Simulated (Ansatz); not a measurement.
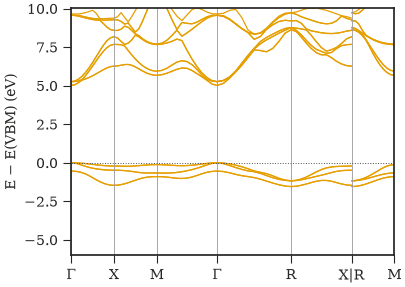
Figure. Band structure from the program Ansatz at the r²SCAN with spin–orbit coupling level (PAW)

Task: Read off the gap and where the band edges lie.

Result: About 5.0 eV (5.02 eV by a search for the band edges); maximum at Γ, minimum at Γ.

The material is CsBr (CsCl type, Pm-3m).

The r²SCAN relaxation kept the symmetry of its start.

Potentials: the later of the program's two PAW sets.
